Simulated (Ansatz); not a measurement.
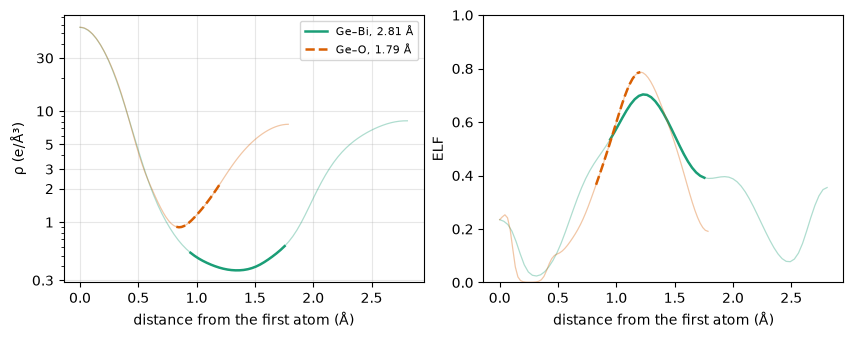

Figure. Ge2Bi2O. Valence charge density (pseudo) and ELF along straight lines between neighbouring atoms. Thin, pale parts lie inside the atomic spheres.

Space group P-3m1; a generated structure, not necessarily the stable one; not relaxed (largest force 0.4 eV/Å).

These are results of DFT r2SCAN, scalar-relativistic, plane waves, PAW in Ansatz, not measurements.

The density is the valence pseudo-density of a PAW calculation; it isn't the true density close to the nuclei.

What can be read from the curves?

Ge–Bi (2.81 Å): ρ is about 0.37 e/Å³ halfway; the ELF peaks at about 0.70 between the atoms.
Ge–O (1.79 Å): ρ at the midpoint is about 0.92 e/Å³; the ELF peaks at about 0.80 in the valence shell of O, 0.6 Å from its nucleus, and is about 0.45 at the midpoint.
